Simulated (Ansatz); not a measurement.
## C2H7InSi: molecular dynamics

- system: C2H7InSi
- method: RKS PBE/def2-SVP (Ansatz 0.2.0)

The geometry comes from this level: PBE0-D4/def2-TZVP. Figures and captions count atoms from 1; the log counts them from 0 in places.

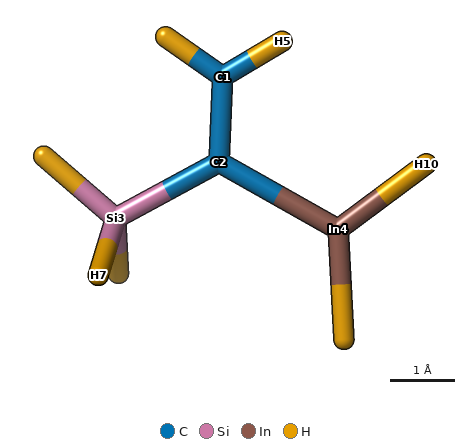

*The structure as given in the input (stick view, seen on its broad side; atoms are numbered from 1 in the order of the input). Sticks mark near contacts.*

Bond lengths as drawn: C–C 1.34 Å, C–H 1.09 Å, C–In 2.15 Å, C–Si 1.85 Å, H–In 1.72 to 1.73 Å and H–Si 1.49 Å.

### The input
```yaml
crystal:
  periodic: [false, false, false]
  atoms:
    - {symbol: C, position_ang: [-0.546976, 1.507503, 0.134119]}
    - {symbol: C, position_ang: [-0.086094, 0.259714, -0.009631]}
    - {symbol: Si, position_ang: [-0.043271, -0.906866, 1.431880]}
    - {symbol: In, position_ang: [0.589314, -0.303143, -1.974620]}
    - {symbol: H, position_ang: [-0.588594, 2.223871, -0.686817]}
    - {symbol: H, position_ang: [-0.912722, 1.888432, 1.090166]}
    - {symbol: H, position_ang: [1.351229, -1.366141, 1.683924]}
    - {symbol: H, position_ang: [-0.857239, -2.119845, 1.140078]}
    - {symbol: H, position_ang: [-0.569184, -0.256461, 2.666482]}
    - {symbol: H, position_ang: [0.461311, 0.948752, -3.159210]}
    - {symbol: H, position_ang: [1.202234, -1.875805, -2.316370]}
basis:
  gaussian: {orbitals: def2-SVP}
hamiltonian: {xc: {name: PBE}}
md: {timestep: 0.5 fs, n_steps: 20, ensemble: nvt_langevin, temperature: 500, initial_velocities: maxwell_boltzmann, friction: 0.01, seed: 237}
```

Run on 4 threads of Arm Neoverse V2, 23 GiB of memory available, shared host.

Run as:
```bash
ansatz run in.yaml --threads 4 --pin off --events-out ev --progress --plain --max-ram 10444MiB
```

### What the program printed
```
Functional definition: PBE
  name "PBE"
  cite "Perdew, Burke & Ernzerhof, Phys. Rev. Lett. 77, 3865 (1996) doi:10.1103/PhysRevLett.77.3865"
  parent pbe
  parameter kappa = 0.804
  parameter beta = 0.06672455060314922
  exchange = pbe_x(kappa = kappa, mu = beta*pi^2/3)
  correlation = pbe_c(beta = beta)
1234 factors; their error is unknown
mean field evaluation 1: about -15217.2962 eV, gradient 5.5e1 eV
mean field evaluation 2: about -15164.7841 eV, gradient 1.2e2 eV
mean field evaluation 4: about -15225.9921 eV, gradient 7.7e0 eV
mean field evaluation 8: about -15226.1949 eV, gradient 2.4e-1 eV
mean field evaluation 16: about -15226.1372 eV, gradient 2.1e-4 eV
mean field -15226.13717245 eV, -559.5502204410 hartree, gradient 1.7e-5 eV, S^2 0.000000; 0 other end points of the search recorded, 0 dependent functions left out
the calculation of the forces begins
reference -15226.13722332 eV, -559.5502223105 hartree; 27, 27 occupied and 80, 80 virtual orbitals, 1234 factors
md step     0: t =     0.00 fs  T =   454.5 K  F+E_penalty+E_count = -15226.13717245 eV  E_kin = 0.646300 eV  (28 SCF iters)
these checks for a lower state are left out or cut short: starts, cluster_reference, orbital_swaps, neighbouring_geometries, increment
1234 factors; their error is unknown
mean field -15226.11485909 eV, -559.5494004401 hartree, gradient 1.3e-5 eV, S^2 0.000000; 0 other end points of the search recorded, 0 dependent functions left out
[... from here on the field's lines of each further geometry are left out, up to the last ...]
md step     1: t =     0.50 fs  T =   427.7 K  F+E_penalty+E_count = -15226.11485909 eV  E_kin = 0.608197 eV  (31 SCF iters)
md step     2: t =     1.00 fs  T =   406.5 K  F+E_penalty+E_count = -15226.05844203 eV  E_kin = 0.577927 eV  (31 SCF iters)
md step     3: t =     1.50 fs  T =   367.8 K  F+E_penalty+E_count = -15225.98765685 eV  E_kin = 0.523009 eV  (31 SCF iters)
md step     4: t =     2.00 fs  T =   344.8 K  F+E_penalty+E_count = -15225.93420627 eV  E_kin = 0.490207 eV  (31 SCF iters)
md step     5: t =     2.50 fs  T =   341.5 K  F+E_penalty+E_count = -15225.91377410 eV  E_kin = 0.485496 eV  (30 SCF iters)
md step     6: t =     3.00 fs  T =   346.5 K  F+E_penalty+E_count = -15225.92016280 eV  E_kin = 0.492631 eV  (31 SCF iters)
md step     7: t =     3.50 fs  T =   357.6 K  F+E_penalty+E_count = -15225.93787692 eV  E_kin = 0.508457 eV  (31 SCF iters)
md step     8: t =     4.00 fs  T =   381.9 K  F+E_penalty+E_count = -15225.94844892 eV  E_kin = 0.543075 eV  (31 SCF iters)
md step     9: t =     4.50 fs  T =   383.6 K  F+E_penalty+E_count = -15225.93854883 eV  E_kin = 0.545456 eV  (31 SCF iters)
md step    10: t =     5.00 fs  T =   369.8 K  F+E_penalty+E_count = -15225.90497970 eV  E_kin = 0.525821 eV  (32 SCF iters)
md step    11: t =     5.50 fs  T =   344.8 K  F+E_penalty+E_count = -15225.85240039 eV  E_kin = 0.490293 eV  (32 SCF iters)
md step    12: t =     6.00 fs  T =   314.8 K  F+E_penalty+E_count = -15225.79122767 eV  E_kin = 0.447672 eV  (32 SCF iters)
md step    13: t =     6.50 fs  T =   264.2 K  F+E_penalty+E_count = -15225.73262098 eV  E_kin = 0.375671 eV  (31 SCF iters)
md step    14: t =     7.00 fs  T =   244.1 K  F+E_penalty+E_count = -15225.69045456 eV  E_kin = 0.347139 eV  (31 SCF iters)
md step    15: t =     7.50 fs  T =   209.4 K  F+E_penalty+E_count = -15225.66911887 eV  E_kin = 0.297672 eV  (31 SCF iters)
md step    16: t =     8.00 fs  T =   218.9 K  F+E_penalty+E_count = -15225.67084166 eV  E_kin = 0.311181 eV  (30 SCF iters)
md step    17: t =     8.50 fs  T =   234.3 K  F+E_penalty+E_count = -15225.69742168 eV  E_kin = 0.333130 eV  (32 SCF iters)
md step    18: t =     9.00 fs  T =   260.9 K  F+E_penalty+E_count = -15225.74385031 eV  E_kin = 0.370973 eV  (28 SCF iters)
md step    19: t =     9.50 fs  T =   286.8 K  F+E_penalty+E_count = -15225.80013654 eV  E_kin = 0.407720 eV  (31 SCF iters)
the calculation of the forces begins
reference -15225.85716859 eV, -559.5399304889 hartree; 27, 27 occupied and 80, 80 virtual orbitals, 1234 factors
1234 factors; their error is unknown
mean field evaluation 192: about -15225.8571 eV, gradient 3.1e-2 eV
mean field -15225.85711732 eV, -559.5399286049 hartree, gradient 1.6e-5 eV, S^2 0.000000; 1 other end points of the search recorded, 0 dependent functions left out
the calculation of the forces begins
reference -15225.85716859 eV, -559.5399304889 hartree; 27, 27 occupied and 80, 80 virtual orbitals, 1234 factors
md step    20: t =    10.00 fs  T =   314.5 K  F+E_penalty+E_count = -15225.85711732 eV  E_kin = 0.447194 eV  (28 SCF iters)
```

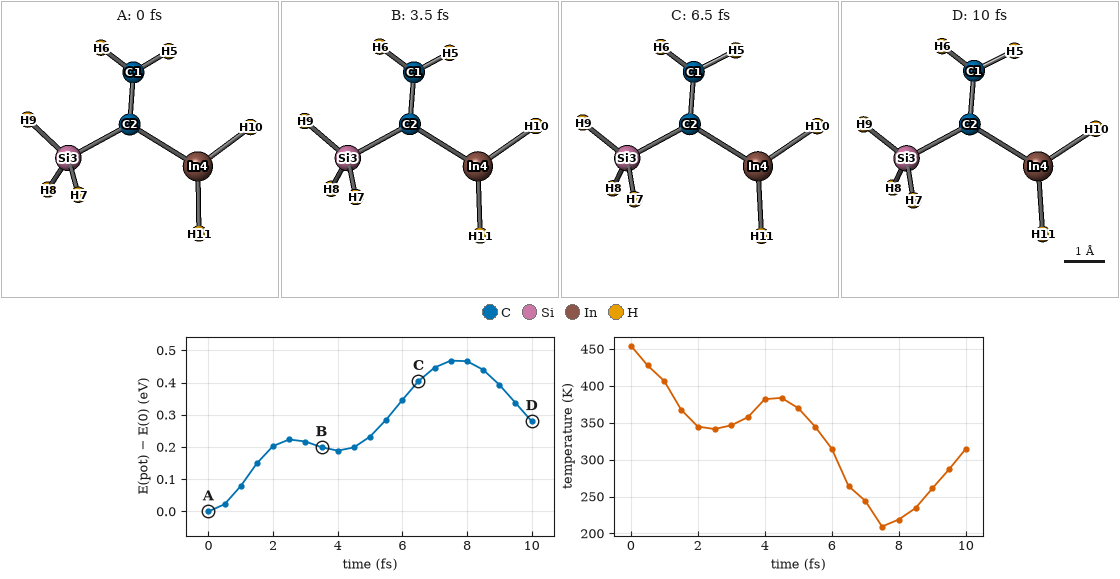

*Frames of the molecular dynamics (ball-and-stick, seen at a tilt) above the curves, on which the letters mark them.*

The trajectory kept here has 21 frames over 10 fs. The temperature starts at 455 K, ranges from 209 to 455 K and averages 278 K over the second half. The potential energy ends 0.280 eV above its first value. After an unweighted best fit of the last frame on the first, the root-mean-square displacement is 0.14 Å.

```
Total energy: -15225.85716859 eV, -559.5399304889 hartree
Atom 0 at    -0.569603     1.554725     0.080512 Å, force     1.796367     0.082292    -1.339731 eV/Å
Atom 1 at    -0.088389     0.272390    -0.023207 Å, force    -0.090089     0.833135     0.851883 eV/Å
Atom 2 at    -0.066805    -0.908832     1.479066 Å, force    -0.051486    -0.828739    -0.974357 eV/Å
Atom 3 at     0.597059    -0.309389    -1.983976 Å, force     0.018682    -0.103799    -0.948137 eV/Å
Atom 4 at    -0.324708     2.351165    -0.724086 Å, force    -0.855650    -1.021321     0.757578 eV/Å
Atom 5 at    -0.921242     1.951416     1.026989 Å, force    -0.462152     0.330232     0.619714 eV/Å
Atom 6 at     1.301592    -1.556478     1.775632 Å, force    -0.395415     0.330220    -0.338644 eV/Å
Atom 7 at    -0.988445    -2.033868     0.958866 Å, force     0.273783     0.210888     0.587531 eV/Å
Atom 8 at    -0.490733    -0.342020     2.797454 Å, force    -0.269555     0.201095     0.020397 eV/Å
Atom 9 at     0.533785     0.929672    -3.312264 Å, force     0.048110    -0.264289     0.532859 eV/Å
Atom 10 at     1.015624    -1.947699    -2.533078 Å, force    -0.012595     0.230287     0.230908 eV/Å
Dipole moment:     0.017135     0.191520     0.136147 e Å
```

### Trajectory as extended XYZ (Å, eV, eV/Å), 9 of the 21 frames kept, from step=0 to step=20
```
11
Properties=species:S:1:pos:R:3:forces:R:3 step=0 time_fs=0.0 energy=-15226.13717 temperature=454.5
C    -0.5470    1.5075    0.1341   -0.1616   0.4641   0.0151
C    -0.0861    0.2597   -0.0096    0.2227  -0.6116  -0.0565
Si   -0.0433   -0.9069    1.4319    0.0240  -0.0994   0.0395
In    0.5893   -0.3031   -1.9746    0.0602  -0.0741  -0.1413
H    -0.5886    2.2239   -0.6868   -0.0292   0.4111  -0.4505
H    -0.9127    1.8884    1.0902   -0.2067   0.2280   0.5231
H     1.3512   -1.3661    1.6839    0.3030  -0.1141   0.0757
H    -0.8572   -2.1198    1.1401   -0.1775  -0.2781  -0.0427
H    -0.5692   -0.2565    2.6665   -0.1129   0.1335   0.2736
H     0.4613    0.9488   -3.1592   -0.0188   0.1830  -0.1745
H     1.2022   -1.8758   -2.3164    0.0969  -0.2423  -0.0616
11
Properties=species:S:1:pos:R:3:forces:R:3 step=2 time_fs=1.0 energy=-15226.05844 temperature=406.5
C    -0.5474    1.5105    0.1225   -0.3017  -0.5245   2.3303
C    -0.0873    0.2635   -0.0128    0.2821  -0.7867   0.1141
Si   -0.0459   -0.9078    1.4358    0.0447   0.1503   0.1343
In    0.5900   -0.3035   -1.9744    0.1054  -0.0184  -0.4861
H    -0.5522    2.2001   -0.6540   -0.1222   1.8100  -2.0306
H    -0.9135    1.8970    1.1045    0.0202  -0.0369  -0.1966
H     1.3402   -1.3904    1.6954    0.3050  -0.0842   0.0283
H    -0.8602   -2.1020    1.1194   -0.2994  -0.4278  -0.0352
H    -0.5551   -0.2640    2.6974   -0.0703   0.0515   0.0363
H     0.4666    0.9628   -3.2002    0.0147  -0.1003   0.1149
H     1.1935   -1.8968   -2.3405    0.0215  -0.0330  -0.0097
11
Properties=species:S:1:pos:R:3:forces:R:3 step=5 time_fs=2.5 energy=-15225.91377 temperature=341.5
C    -0.5486    1.5143    0.1093   -0.5264  -0.8495   3.8241
C    -0.0900    0.2687   -0.0173    0.3844  -0.9809   0.3299
Si   -0.0479   -0.9076    1.4412    0.0742   0.3017   0.2857
In    0.5913   -0.3041   -1.9747    0.1450   0.0773  -0.9338
H    -0.4982    2.1983   -0.6420   -0.0990   2.5545  -2.7926
H    -0.9167    1.9093    1.1191    0.2220  -0.2719  -0.9165
H     1.3289   -1.4295    1.7155    0.2150   0.0009  -0.0665
H    -0.8657   -2.0801    1.0793   -0.3867  -0.5106   0.0230
H    -0.5313   -0.2754    2.7447   -0.0264  -0.0661  -0.3182
H     0.4738    0.9861   -3.2637    0.0516  -0.4548   0.5082
H     1.1758   -1.9238   -2.3736   -0.0536   0.1994   0.0568
11
Properties=species:S:1:pos:R:3:forces:R:3 step=8 time_fs=4.0 energy=-15225.94845 temperature=381.9
C    -0.5504    1.5167    0.1018   -0.3070   1.0784   2.0382
C    -0.0914    0.2727   -0.0214    0.4597  -1.0806   0.4953
Si   -0.0500   -0.9073    1.4476    0.1101   0.1846   0.3682
In    0.5925   -0.3045   -1.9757    0.1676   0.0893  -1.2523
H    -0.4451    2.2482   -0.6820   -0.3043   0.7450  -0.7962
H    -0.9142    1.9175    1.1184    0.2298  -0.3002  -1.1035
H     1.3291   -1.4608    1.7388   -0.0221   0.1191  -0.1821
H    -0.8805   -2.0672    1.0370   -0.2999  -0.3884   0.1502
H    -0.5125   -0.2864    2.7876   -0.0046  -0.1582  -0.6200
H     0.4805    1.0052   -3.3157    0.0725  -0.6706   0.7803
H     1.1512   -1.9483   -2.4087   -0.1018   0.3815   0.1218
11
Properties=species:S:1:pos:R:3:forces:R:3 step=10 time_fs=5.0 energy=-15225.90498 temperature=369.8
C    -0.5529    1.5194    0.0990    0.1705   2.0349   0.4732
C    -0.0911    0.2730   -0.0235    0.4225  -0.8942   0.5796
Si   -0.0522   -0.9075    1.4525    0.1598  -0.0482   0.3492
In    0.5935   -0.3048   -1.9767    0.1707   0.0539  -1.3700
H    -0.4086    2.2939   -0.7194   -0.5619  -0.5327   0.5463
H    -0.9082    1.9174    1.1058    0.1048  -0.1663  -0.8696
H     1.3359   -1.4820    1.7511   -0.2659   0.2239  -0.2627
H    -0.8985   -2.0619    1.0098   -0.1607  -0.2224   0.2693
H    -0.5033   -0.2965    2.8110   -0.0014  -0.1863  -0.7499
H     0.4854    1.0075   -3.3375    0.0773  -0.7183   0.8708
H     1.1331   -1.9590   -2.4348   -0.1158   0.4558   0.1637
11
Properties=species:S:1:pos:R:3:forces:R:3 step=12 time_fs=6.0 energy=-15225.79123 temperature=314.8
C    -0.5562    1.5232    0.0968    0.7254   2.3626  -0.7899
C    -0.0911    0.2721   -0.0253    0.3388  -0.5710   0.6617
Si   -0.0551   -0.9075    1.4576    0.1953  -0.3000   0.2575
In    0.5942   -0.3052   -1.9778    0.1502   0.0245  -1.4222
H    -0.3741    2.3367   -0.7519   -0.8014  -1.3774   1.3892
H    -0.9036    1.9185    1.0870   -0.0700   0.0208  -0.4559
H     1.3411   -1.5031    1.7609   -0.4744   0.3206  -0.3278
H    -0.9179   -2.0577    0.9871   -0.0221  -0.0643   0.3841
H    -0.4965   -0.3073    2.8269   -0.0139  -0.1809  -0.7980
H     0.4882    1.0052   -3.3471    0.0823  -0.7183   0.9050
H     1.1094   -1.9648   -2.4605   -0.1104   0.4833   0.1963
11
Properties=species:S:1:pos:R:3:forces:R:3 step=15 time_fs=7.5 energy=-15225.66912 temperature=209.4
C    -0.5619    1.5328    0.0926    1.4942   1.8904  -1.9625
C    -0.0908    0.2703   -0.0262    0.1610   0.0554   0.7594
Si   -0.0594   -0.9075    1.4657    0.1759  -0.6187  -0.0696
In    0.5952   -0.3062   -1.9801    0.1154  -0.0246  -1.3705
H    -0.3323    2.3752   -0.7734   -1.0347  -1.8601   1.8099
H    -0.9036    1.9235    1.0567   -0.3423   0.3138   0.2588
H     1.3372   -1.5321    1.7705   -0.6116   0.4020  -0.3807
H    -0.9475   -2.0488    0.9643    0.1392   0.1034   0.5162
H    -0.4865   -0.3233    2.8304   -0.0843  -0.0900  -0.6496
H     0.5011    0.9870   -3.3457    0.0751  -0.6277   0.8576
H     1.0752   -1.9647   -2.4948   -0.0879   0.4560   0.2308
11
Properties=species:S:1:pos:R:3:forces:R:3 step=18 time_fs=9.0 energy=-15225.74385 temperature=260.9
C    -0.5678    1.5454    0.0864    1.9067   0.9064  -2.1350
C    -0.0896    0.2710   -0.0249   -0.0012   0.5663   0.8307
Si   -0.0636   -0.9083    1.4737    0.0663  -0.8308  -0.6014
In    0.5963   -0.3077   -1.9825    0.0634  -0.0870  -1.1564
H    -0.3181    2.3709   -0.7533   -1.0348  -1.6118   1.4475
H    -0.9112    1.9376    1.0323   -0.5186   0.4461   0.7452
H     1.3207   -1.5516    1.7760   -0.5600   0.3968  -0.3797
H    -0.9756   -2.0412    0.9559    0.2615   0.2146   0.5906
H    -0.4852   -0.3369    2.8131   -0.1950   0.0785  -0.2723
H     0.5187    0.9515   -3.3300    0.0597  -0.4289   0.6901
H     1.0406   -1.9574   -2.5182   -0.0481   0.3499   0.2407
11
Properties=species:S:1:pos:R:3:forces:R:3 step=20 time_fs=10.0 energy=-15225.85712 temperature=314.5
C    -0.5696    1.5547    0.0805    1.7964   0.0823  -1.3397
C    -0.0884    0.2724   -0.0232   -0.0901   0.8331   0.8519
Si   -0.0668   -0.9088    1.4791   -0.0515  -0.8287  -0.9744
In    0.5971   -0.3094   -1.9840    0.0187  -0.1038  -0.9481
H    -0.3247    2.3512   -0.7241   -0.8557  -1.0213   0.7576
H    -0.9212    1.9514    1.0270   -0.4622   0.3302   0.6197
H     1.3016   -1.5565    1.7756   -0.3954   0.3302  -0.3386
H    -0.9884   -2.0339    0.9589    0.2738   0.2109   0.5875
H    -0.4907   -0.3420    2.7975   -0.2696   0.2011   0.0204
H     0.5338    0.9297   -3.3123    0.0481  -0.2643   0.5329
H     1.0156   -1.9477   -2.5331   -0.0126   0.2303   0.2309
```

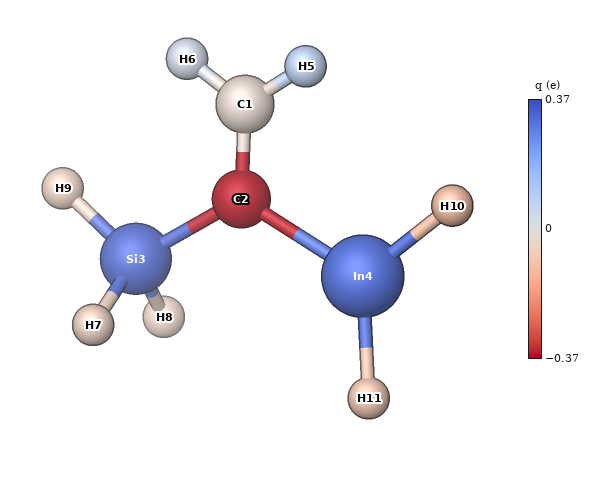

*Mulliken charges, as the colour of each atom (ball-and-stick view, seen at a tilt; atoms are numbered from 1 in the order of the input).*

By element: C −0.35 to −0.03, Si +0.33, In +0.30 and H −0.09 to +0.07 e.

### Key numbers

```json
{"quantity": "outcome", "value": "finished"}
{"quantity": "mean temperature over the second half", "value": "278 K"}
{"quantity": "trajectory", "value": "20 steps, 10 fs"}
{"quantity": "ensemble", "value": "nvt_langevin"}
{"quantity": "temperature in the input", "value": "500 K"}
{"quantity": "time step", "value": "0.5 fs"}
{"quantity": "potential energy (last step)", "value": "−15225.8572 eV"}
{"quantity": "SCF solution under orbital rotations (last step)", "value": "stable"}
{"quantity": "largest force (length of the vector) (last step)", "value": "2.242 eV/Å"}
{"quantity": "dipole moment (last step)", "value": "1.13 D"}
{"quantity": "wall time", "value": "21 s (CPU time 76 s)"}
{"quantity": "peak memory", "value": "0.15 GiB"}
```

### Remarks

So short a trajectory is not equilibrated. The logged temperature at the start can lie below the typed one, since it is counted over all degrees of freedom. The temperature stays far from the 500 K of the thermostat over the second half: the run isn't equilibrated.
